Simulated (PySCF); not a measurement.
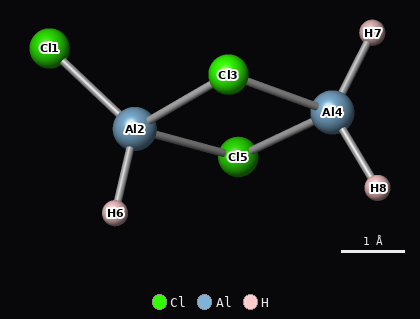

Fig. 1: The starting structure (ball-and-stick view, seen at a tilt; atoms are numbered from 1 in the order of the input). Sticks mark near contacts. Bond lengths as drawn: Al–Cl 1.99 to 2.23 Å and Al–H 1.52 to 1.53 Å.

**Geometry relaxation of Al2H3Cl3**

The run: geometry relaxation of Al2H3Cl3, SMILES [Cl][AlH-]1[Cl+][AlH2-][Cl+]1. Method and program: PBE0-D3(BJ)/def2-SVP geometry optimisation, gas phase (PySCF 2.14.0).

The program's output
```
step   0  E = -1866.21360305  max force = 0.032864
step   1  E = -1866.22838917  max force = 0.004230
step   2  E = -1866.22865522  max force = 0.002186
step   3  E = -1866.22880253  max force = 0.001423
step   4  E = -1866.22883189  max force = 0.000838
step   5  E = -1866.22889011  max force = 0.001936
step   6  E = -1866.22892600  max force = 0.002208
step   7  E = -1866.22903622  max force = 0.001570
step   8  E = -1866.22905948  max force = 0.000561
step   9  E = -1866.22908024  max force = 0.002413
step  10  E = -1866.22910601  max force = 0.002235
step  11  E = -1866.22913953  max force = 0.000634
step  12  E = -1866.22913879  max force = 0.000370
optimisation converged
```

Trajectory as extended XYZ (Å, eV, eV/Å), 13 frames, from step=0 to step=12
```
8
Properties=species:S:1:pos:R:3:forces:R:3 step=0 energy=-50782.25875
Cl   -3.0143    0.9474    0.3411   -1.6900   1.5399   0.5929
Al   -1.5128   -0.2653   -0.1333    1.0267  -1.2910  -0.6074
Cl    0.0073   -0.5095    1.4511   -0.0816  -0.3574   1.6129
Al    1.6124    0.2254    0.1052    0.6604   0.1295   0.0972
Cl    0.0664    0.6365   -1.4213   -0.2565   0.7720  -1.3886
H    -1.6780   -1.6629   -0.6945   -0.3528  -0.8149  -0.3476
H     2.1086    1.5643    0.6572    0.2686   0.6338   0.2648
H     2.4655   -0.9549   -0.3580    0.4252  -0.6119  -0.2242
8
Properties=species:S:1:pos:R:3:forces:R:3 step=1 energy=-50782.66110
Cl   -3.0573    0.9909    0.3657    0.1409  -0.0481  -0.0037
Al   -1.5281   -0.3491   -0.1681    0.0950  -0.0884   0.0122
Cl    0.0126   -0.5185    1.5477   -0.1167   0.0441  -0.0635
Al    1.6542    0.2648    0.1194    0.2175   0.0510   0.0282
Cl    0.0448    0.6829   -1.4971   -0.1037   0.0246   0.0267
H    -1.7732   -1.7856   -0.7463   -0.0880   0.0239   0.0177
H     2.1614    1.6503    0.6819   -0.0440  -0.0393  -0.0281
H     2.5416   -0.9549   -0.3573   -0.1011   0.0321   0.0106
8
Properties=species:S:1:pos:R:3:forces:R:3 step=2 energy=-50782.66834
Cl   -3.0247    0.9980    0.3864    0.0695  -0.0124   0.0102
Al   -1.5241   -0.3610   -0.1649    0.0984  -0.0732   0.0081
Cl    0.0192   -0.5198    1.5415   -0.0816   0.0202  -0.0319
Al    1.6585    0.2710    0.1126    0.1124   0.0540   0.0233
Cl    0.0365    0.6784   -1.4974   -0.0756   0.0141   0.0016
H    -1.8010   -1.7927   -0.7386   -0.0628   0.0132   0.0114
H     2.1577    1.6568    0.6711   -0.0191   0.0007  -0.0115
H     2.5339   -0.9498   -0.3649   -0.0413  -0.0165  -0.0112
8
Properties=species:S:1:pos:R:3:forces:R:3 step=3 energy=-50782.67235
Cl   -2.9453    1.0147    0.4499   -0.0732   0.0411   0.0234
Al   -1.5146   -0.3899   -0.1484    0.0645  -0.0285  -0.0011
Cl    0.0430   -0.5276    1.5285    0.0088  -0.0210   0.0262
Al    1.6663    0.2882    0.0881   -0.0315   0.0259   0.0020
Cl    0.0086    0.6613   -1.5035   -0.0019  -0.0122  -0.0347
H    -1.8703   -1.8083   -0.7091   -0.0030  -0.0024   0.0053
H     2.1463    1.6820    0.6361    0.0112   0.0205  -0.0014
H     2.5219   -0.9395   -0.3957    0.0251  -0.0235  -0.0196
8
Properties=species:S:1:pos:R:3:forces:R:3 step=4 energy=-50782.67315
Cl   -2.9486    1.0087    0.4592   -0.0431   0.0229   0.0170
Al   -1.5132   -0.3933   -0.1409    0.0378  -0.0123   0.0029
Cl    0.0513   -0.5279    1.5304    0.0058  -0.0093   0.0107
Al    1.6659    0.2931    0.0815   -0.0154   0.0133  -0.0041
Cl    0.0019    0.6563   -1.5068   -0.0015  -0.0152  -0.0184
H    -1.8704   -1.8123   -0.6987   -0.0001  -0.0051   0.0070
H     2.1441    1.6897    0.6261    0.0048   0.0103  -0.0050
H     2.5250   -0.9334   -0.4050    0.0118  -0.0046  -0.0101
8
Properties=species:S:1:pos:R:3:forces:R:3 step=5 energy=-50782.67473
Cl   -2.9453    0.9759    0.5349    0.0731  -0.0511  -0.0198
Al   -1.5033   -0.4218   -0.0886   -0.0995   0.0648   0.0227
Cl    0.1101   -0.5257    1.5346   -0.0031   0.0298  -0.0411
Al    1.6637    0.3274    0.0304    0.0139  -0.0381  -0.0273
Cl   -0.0489    0.6146   -1.5280    0.0246  -0.0285   0.0479
H    -1.8831   -1.8457   -0.6179    0.0238  -0.0151   0.0129
H     2.1214    1.7428    0.5499   -0.0140  -0.0158  -0.0167
H     2.5414   -0.8868   -0.4694   -0.0188   0.0541   0.0214
8
Properties=species:S:1:pos:R:3:forces:R:3 step=6 energy=-50782.67571
Cl   -2.9411    0.9657    0.5600    0.0846  -0.0575  -0.0282
Al   -1.5018   -0.4330   -0.0700   -0.1135   0.0669   0.0236
Cl    0.1297   -0.5210    1.5341   -0.0034   0.0298  -0.0373
Al    1.6620    0.3399    0.0114    0.0086  -0.0342  -0.0243
Cl   -0.0659    0.5919   -1.5355    0.0284  -0.0261   0.0461
H    -1.8844   -1.8622   -0.5829    0.0233  -0.0126   0.0125
H     2.1061    1.7638    0.5183   -0.0143  -0.0115  -0.0152
H     2.5514   -0.8643   -0.4895   -0.0137   0.0452   0.0227
8
Properties=species:S:1:pos:R:3:forces:R:3 step=7 energy=-50782.67871
Cl   -2.9144    0.9338    0.6421    0.0541  -0.0385  -0.0425
Al   -1.4982   -0.4803    0.0009   -0.0808   0.0210   0.0077
Cl    0.1999   -0.4943    1.5288    0.0203  -0.0057   0.0318
Al    1.6503    0.3897   -0.0614   -0.0249   0.0131   0.0061
Cl   -0.1230    0.4749   -1.5648    0.0197   0.0158  -0.0182
H    -1.8806   -1.9359   -0.4314   -0.0010   0.0011   0.0035
H     2.0181    1.8531    0.3859   -0.0098   0.0165  -0.0054
H     2.6039   -0.7602   -0.5543    0.0224  -0.0233   0.0170
8
Properties=species:S:1:pos:R:3:forces:R:3 step=8 energy=-50782.67934
Cl   -2.9176    0.9412    0.6110    0.0192  -0.0122  -0.0236
Al   -1.5016   -0.4743   -0.0180   -0.0289  -0.0014   0.0000
Cl    0.1809   -0.4978    1.5304    0.0077  -0.0014   0.0176
Al    1.6512    0.3822   -0.0418   -0.0187   0.0193   0.0089
Cl   -0.1047    0.4864   -1.5626    0.0133  -0.0028  -0.0169
H    -1.8786   -1.9285   -0.4601   -0.0051   0.0031   0.0036
H     2.0206    1.8435    0.4107   -0.0057   0.0175  -0.0027
H     2.6058   -0.7717   -0.5239    0.0182  -0.0221   0.0129
8
Properties=species:S:1:pos:R:3:forces:R:3 step=9 energy=-50782.67990
Cl   -2.9114    0.9508    0.5369   -0.0895   0.0700   0.0224
Al   -1.5065   -0.4815   -0.0500    0.1241  -0.0702  -0.0229
Cl    0.1497   -0.4975    1.5338   -0.0126  -0.0065  -0.0001
Al    1.6469    0.3860   -0.0072    0.0057   0.0395   0.0195
Cl   -0.0649    0.4568   -1.5722   -0.0129  -0.0325  -0.0248
H    -1.8738   -1.9401   -0.4845   -0.0204   0.0048  -0.0011
H     1.9760    1.8616    0.4310    0.0020   0.0124   0.0017
H     2.6399   -0.7552   -0.4419    0.0037  -0.0175   0.0053
8
Properties=species:S:1:pos:R:3:forces:R:3 step=10 energy=-50782.68061
Cl   -2.9099    0.9492    0.5173   -0.0792   0.0617   0.0217
Al   -1.5040   -0.4891   -0.0559    0.1149  -0.0541  -0.0195
Cl    0.1458   -0.4965    1.5357   -0.0190  -0.0065  -0.0106
Al    1.6451    0.3939    0.0004    0.0166   0.0291   0.0139
Cl   -0.0549    0.4382   -1.5788   -0.0112  -0.0320  -0.0105
H    -1.8749   -1.9480   -0.4857   -0.0157   0.0010  -0.0002
H     1.9571    1.8763    0.4302   -0.0003   0.0027  -0.0011
H     2.6519   -0.7432   -0.4174   -0.0060  -0.0019   0.0064
8
Properties=species:S:1:pos:R:3:forces:R:3 step=11 energy=-50782.68152
Cl   -2.9134    0.9436    0.4962   -0.0111   0.0075   0.0020
Al   -1.4978   -0.4990   -0.0627    0.0326   0.0029  -0.0033
Cl    0.1419   -0.4952    1.5379   -0.0178  -0.0025  -0.0183
Al    1.6440    0.4059    0.0095    0.0165   0.0066   0.0018
Cl   -0.0430    0.4154   -1.5868   -0.0044  -0.0192   0.0117
H    -1.8763   -1.9573   -0.4882   -0.0033  -0.0030   0.0029
H     1.9376    1.8953    0.4295   -0.0052  -0.0039  -0.0031
H     2.6632   -0.7279   -0.3896   -0.0073   0.0116   0.0065
8
Properties=species:S:1:pos:R:3:forces:R:3 step=12 energy=-50782.68150
Cl   -2.9116    0.9406    0.4805   -0.0047   0.0023  -0.0011
Al   -1.4955   -0.5067   -0.0675    0.0190   0.0057  -0.0011
Cl    0.1382   -0.4945    1.5377   -0.0090  -0.0054  -0.0098
Al    1.6423    0.4143    0.0154    0.0088   0.0052   0.0021
Cl   -0.0338    0.3954   -1.5915   -0.0100  -0.0096   0.0055
H    -1.8757   -1.9668   -0.4856   -0.0014  -0.0021   0.0016
H     1.9166    1.9095    0.4259   -0.0035   0.0000  -0.0002
H     2.6755   -0.7109   -0.3690    0.0007   0.0039   0.0029
```

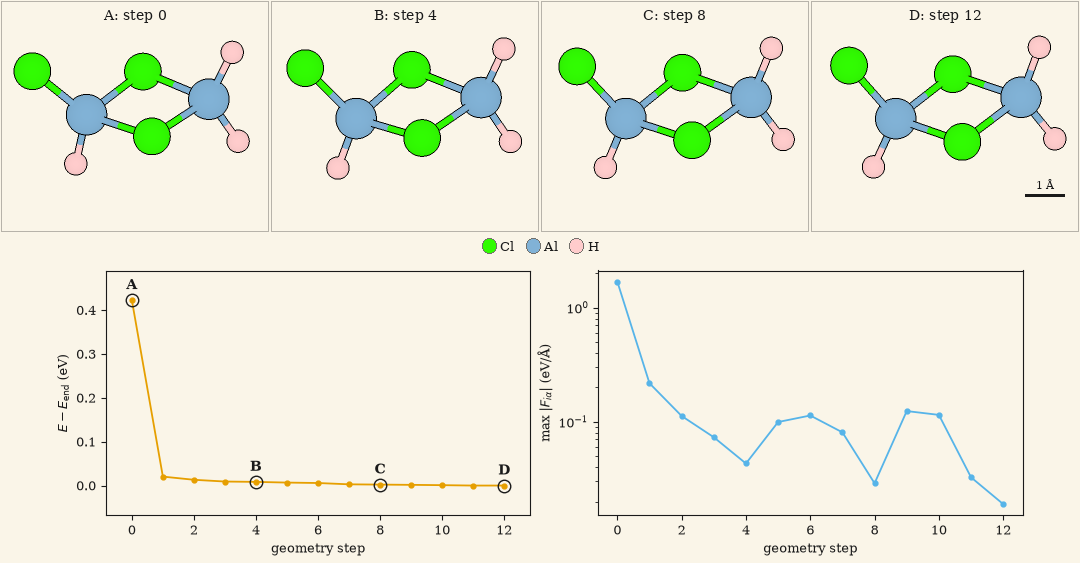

Fig. 2: Frames of the relaxation (ball-and-stick view, seen at a tilt) above the curves, on which the letters mark them (steps are counted from 0).

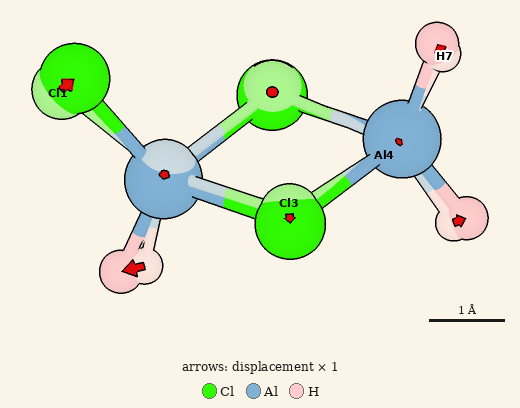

Fig. 3: Start (faint) and end (solid) with the displacements as red arrows, at true length (ball-and-stick view, seen at a tilt). The two geometries are laid on each other by the best rigid fit. The energy falls by 0.423 eV in 12 geometry steps. The largest force component goes from 1.7 to 0.019 eV/Å. H6 moves most after the best rigid fit: 0.33 Å. By element the largest moves are H 0.33 Å, Cl 0.25 Å, Al 0.13 Å. Among the contacts that change: Al4–Cl5 2.211 → 2.322 Å, Cl1–Al2 1.987 → 2.098 Å, Cl3–Al4 2.220 → 2.325 Å, Al2–Cl3 2.209 → 2.290 Å. Among the angles that change: Cl3–Al2–H6 103.8° → 111.4°, Cl1–Al2–Cl3 114.6° → 107.1°, Cl5–Al2–H6 103.7° → 110.1°. (Atoms are counted from 1 in the order of the input.)

This output came from the following input.

Input
```
{"job": {"xc": "PBE0", "basis": "def2-SVP", "d3": "d3bj", "grid": 1, "shake": 0.01, "kind": "geom"}, "charge": 0, "multiplicity": 1}
Cl    -3.014250     0.947380     0.341110
Al    -1.512810    -0.265340    -0.133300
Cl     0.007250    -0.509530     1.451110
Al     1.612370     0.225390     0.105220
Cl     0.066390     0.636550    -1.421270
H     -1.677950    -1.662950    -0.694510
H      2.108590     1.564260     0.657190
H      2.465550    -0.954900    -0.358010
```

The first line tells a small driver script what to run in PySCF; the rest is the geometry in Å.

Launched with:
```bash
OMP_NUM_THREADS=1 python <driver script> task.json out
```

Results in brief

- outcome: converged
- total energy: −1866.229139 hartree
- dipole moment: 1.44 D
- point group: C1
- hardware: 1 CPU thread, shared host
- wall time: 54 s
- peak memory: 0.44 GiB
